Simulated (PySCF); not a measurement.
## What a change does: NMR shielding calculation on CH3FOSi

System: CH3FOSi, SMILES O=C[SiH2]F.
Method of the first run: GIAO HF/pcSseg-2 NMR shielding, non-relativistic, gas phase (PySCF 2.14.0).

The geometry comes from this level: PBE0-D3(BJ)/def2-SVP. Text and figures count atoms from 1; the logs count them from 0 in places.

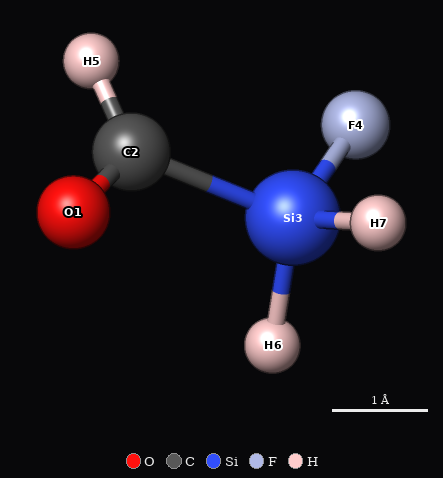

Fig. 1: The structure as given in the input (ball-and-stick view, seen at a tilt; atoms are numbered from 1 in the order of the input). Bond lengths as drawn: C–H 1.13 Å, C–O 1.21 Å, C–Si 1.92 Å, F–Si 1.63 Å and H–Si 1.49 Å.

### The input, the first run
```
{"job": {"kind": "nmr", "xc": "HF", "basis": "pcSseg-2", "pop": false}, "charge": 0, "multiplicity": 1}
O      1.853537    -0.913813    -0.085297
C      1.171393     0.081983    -0.111632
Si    -0.721991    -0.141287     0.121352
F     -1.468738     1.303256     0.074046
H      1.639319     1.093272    -0.267486
H     -0.959539    -0.766376     1.449201
H     -1.231949    -0.987766    -0.989764
```

The first line tells a small driver script what to run in PySCF; the rest is the geometry in Å.

Hardware: 1 CPU thread, shared host.

### Output (the first run)
```
final grid: 62064 points
cycle   1  E = -502.8270630503  dE =  2.446e-01  |g| = 8.269e-01  |ddm| = 1.880e+00
cycle   2  E = -502.9038836356  dE = -7.682e-02  |g| = 6.855e-01  |ddm| = 6.805e-01
cycle   3  E = -502.9823469989  dE = -7.846e-02  |g| = 6.844e-02  |ddm| = 3.197e-01
cycle   4  E = -502.9842147686  dE = -1.868e-03  |g| = 3.597e-02  |ddm| = 7.440e-02
cycle   5  E = -502.9845966558  dE = -3.819e-04  |g| = 1.062e-02  |ddm| = 3.376e-02
cycle   6  E = -502.9846753320  dE = -7.868e-05  |g| = 5.860e-03  |ddm| = 1.486e-02
cycle   7  E = -502.9846992257  dE = -2.389e-05  |g| = 1.897e-03  |ddm| = 1.022e-02
cycle   8  E = -502.9847014963  dE = -2.271e-06  |g| = 4.468e-04  |ddm| = 3.131e-03
cycle   9  E = -502.9847016313  dE = -1.350e-07  |g| = 1.045e-04  |ddm| = 7.877e-04
cycle  10  E = -502.9847016389  dE = -7.558e-09  |g| = 2.392e-05  |ddm| = 1.943e-04
cycle  11  E = -502.9847016393  dE = -4.279e-10  |g| = 5.646e-06  |ddm| = 5.130e-05
converged SCF energy = -502.9847016393

GIAO shielding tensors (ppm)
atom      isotropic    diamagn.    paramagn.     s11        s22        s33       span
  0 O     -602.322     392.330    -994.652  -1644.658   -619.557    457.250   2101.909
  1 C      -53.234     250.472    -303.706   -180.948    -89.997    111.243    292.190
  2 Si     427.678     872.610    -444.932    372.489    418.553    491.991    119.503
  3 F      410.527     468.468     -57.941    392.540    413.358    425.684     33.144
  4 H       20.174      28.229      -8.054     14.727     21.783     24.012      9.285
  5 H       27.243      28.669      -1.427     24.190     26.343     31.195      7.006
  6 H       27.242      28.700      -1.458     24.195     26.349     31.184      6.989
```

The input of the second run differs as follows (lines with − go, lines with + come):
```diff
-"xc": "HF"
+"xc": "B97-D"
```

How does the second run compare with the first run?

The total energies belong to different methods, so their difference says nothing on which is more stable or more accurate. The HOMO goes from −11.23 to −6.04 eV. The LUMO goes from 1.92 to −3.10 eV. The dipole moment goes from 1.13 to 0.75 D. Of all shieldings, the largest change is that of O1, by +69.9 ppm. The method changes from HF to B97-D. Exact exchange removes part of the self-interaction error of semilocal functionals, which pushes filled and empty levels apart. The SCF takes 16 iterations against 11.

### Output (the second run)
```
coarse grid: 6744 points
cycle   1  E = -504.2963774978  dE =  3.723e-01  |g| = 1.031e+00  |ddm| = 1.968e+00
cycle   2  E = -502.6678454880  dE =  1.629e+00  |g| = 2.866e+00  |ddm| = 3.142e+00
cycle   3  E = -504.4527945797  dE = -1.785e+00  |g| = 3.953e-01  |ddm| = 2.893e+00
cycle   4  E = -504.4718597279  dE = -1.907e-02  |g| = 2.714e-01  |ddm| = 3.463e-01
cycle   5  E = -504.4837448325  dE = -1.189e-02  |g| = 3.055e-02  |ddm| = 1.216e-01
cycle   6  E = -504.4839703844  dE = -2.256e-04  |g| = 7.113e-03  |ddm| = 2.428e-02
cycle   7  E = -504.4839808780  dE = -1.049e-05  |g| = 2.633e-03  |ddm| = 9.034e-03
cycle   8  E = -504.4839825316  dE = -1.654e-06  |g| = 6.209e-04  |ddm| = 2.402e-03
final grid: 62064 points
cycle   9  E = -504.4799876647  dE = -5.459e-05  |g| = 1.986e-02  |ddm| = 3.002e-02
cycle  10  E = -504.4798053630  dE =  1.823e-04  |g| = 3.917e-02  |ddm| = 2.474e-02
cycle  11  E = -504.4800373173  dE = -2.320e-04  |g| = 5.171e-03  |ddm| = 1.789e-02
cycle  12  E = -504.4800406909  dE = -3.374e-06  |g| = 2.853e-03  |ddm| = 3.934e-03
cycle  13  E = -504.4800421925  dE = -1.502e-06  |g| = 2.013e-04  |ddm| = 1.498e-03
cycle  14  E = -504.4800422016  dE = -9.139e-09  |g| = 6.434e-05  |ddm| = 2.029e-04
cycle  15  E = -504.4800422026  dE = -1.005e-09  |g| = 7.700e-06  |ddm| = 6.005e-05
cycle  16  E = -504.4800422026  dE = -1.387e-11  |g| = 2.150e-06  |ddm| = 9.387e-06
converged SCF energy = -504.4800422026

GIAO shielding tensors (ppm)
atom      isotropic    diamagn.    paramagn.     s11        s22        s33       span
  0 O     -532.465     392.593    -925.058  -1510.112   -512.124    424.840   1934.953
  1 C      -66.175     251.016    -317.191   -186.084    -90.262     77.821    263.905
  2 Si     383.897     877.030    -493.133    310.959    371.029    469.703    158.744
  3 F      388.583     467.776     -79.193    368.703    394.963    402.082     33.380
  4 H       18.926      27.960      -9.034     12.980     20.728     23.070     10.089
  5 H       26.637      28.764      -2.128     23.744     25.812     30.353      6.609
  6 H       26.631      28.793      -2.161     23.743     25.815     30.337      6.594
```

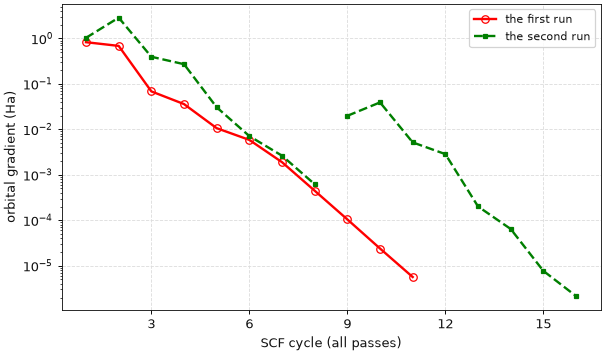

Fig. 2: Convergence of the two runs: orbital gradient against the SCF cycle. A break in a curve parts two SCF passes (coarse and final grid). The first run takes 11 cycles in all, and the second run takes 16.

### The two runs side by side

| quantity | the first run | the second run |
| --- | --- | --- |
| outcome | converged | converged |
| total energy (hartree) | −502.984702 | −504.480042 |
| HOMO (eV) | −11.23 | −6.04 |
| LUMO (eV) | 1.92 | −3.10 |
| dipole moment (D) | 1.13 | 0.75 |
| shielding of O1 (ppm) | −602.3 | −532.5 |
| shielding of C2 (ppm) | −53.2 | −66.2 |
| shielding of Si3 (ppm) | 427.7 | 383.9 |
| shielding of F4 (ppm) | 410.5 | 388.6 |
| shielding of H5 (ppm) | 20.2 | 18.9 |
| shielding of H6 (ppm) | 27.2 | 26.6 |
| shielding of H7 (ppm) | 27.2 | 26.6 |
| SCF iterations | 11 | 16 |
| basis functions | 193 | 193 |
| wall time (shared host) | 6 s | 17 s |
